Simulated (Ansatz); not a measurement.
# BrH₂InO₂ (SMILES [OH][In]([OH])[Br]): what the fields show

```xyz
6

O    -1.0686    1.3061   -0.5068
In   -0.2677   -0.4650   -0.1641
O     1.4856   -0.6607    0.7211
Br   -1.4725   -2.4580   -0.8504
H    -0.5138    2.0307   -0.2061
H     1.8790    0.1827    0.9600
```

Geometry: PBE0-D4/def2-TZVP; core potentials replace the inner electrons of In.

Computed with RKS PBE0-D4/def2-TZVPP in Ansatz.

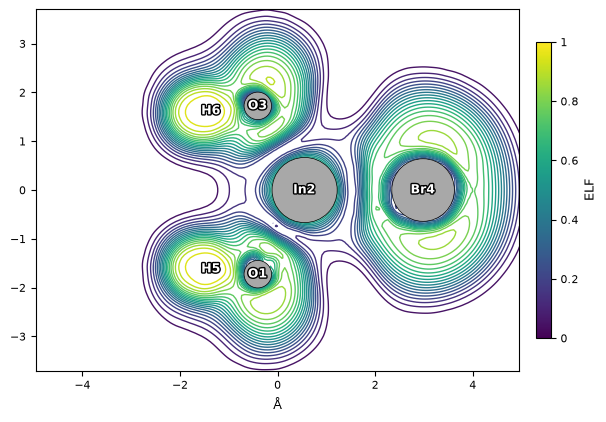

Figure 1. Electron localisation function on the molecular plane. Grey discs cover the atomic cores.

What do the fields say about this system?

Answer. The plane passes through O, In, Br and H nuclei.
In–O (1.97 Å): the ELF peaks at about 0.85 in the valence shell of O, 0.5 Å from its nucleus, and drops to about 0.15 between the two atoms.
In–Br (2.43 Å): the ELF peaks at about 0.75 in the valence shell of Br, 1.0 Å from its nucleus, and drops to about 0.15 between the two atoms.
O–H (0.96 Å): the ELF climbs to about 1 towards the hydrogen, as it does in any bond to H (an ordinary covalent bond to hydrogen).
The ELF also peaks beside O1, Br4 and O3, away from the bonds: lone-pair regions.

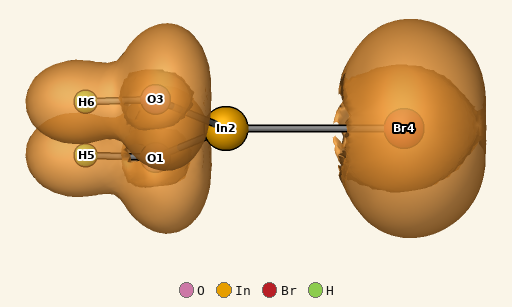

Figure 2. Isosurface of the electron localisation function at 0.75 (orange), seen from one side. Only the valence region is drawn (cores and ρ < 0.01 e/Å³ removed).

Where are the electrons localised?

Answer. The ELF exceeds this value in one region wrapped around Br (its valence shell) and two joined regions spread over several atoms (H, O), in which their bonds and any lone pairs are merged.

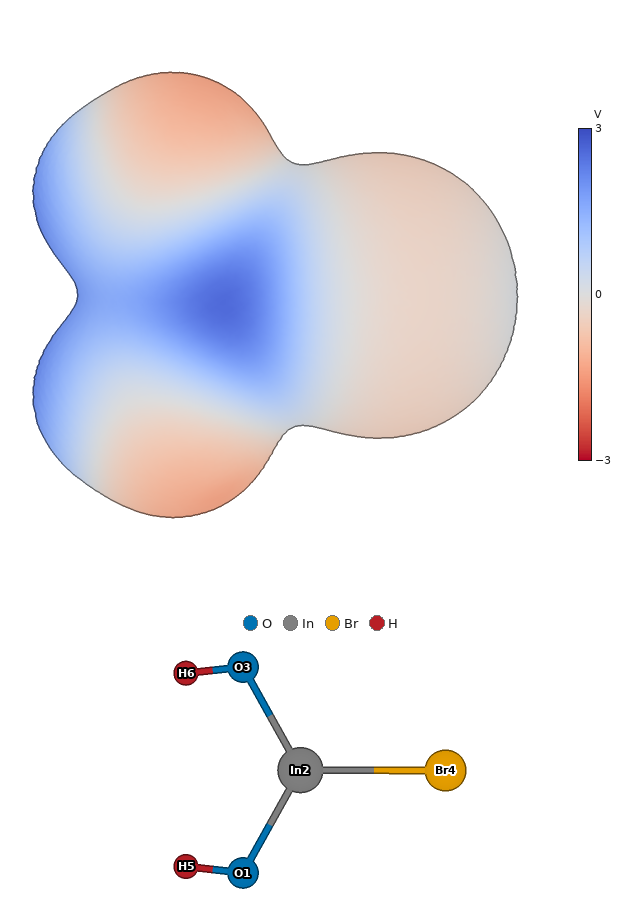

Figure 3. The electrostatic potential painted on the density surface at 0.001 e/bohr³, seen across its widest extent; red is negative and blue positive. The bare structure is drawn below in the same view.

Which sites attract a positive test charge, and which a negative one?

Answer. A positive charge is drawn to the negative regions and a negative charge to the positive ones. The most negative region (about −1.3 V) lies over O1 and O3, the most positive (about +2.5 V) over In2.
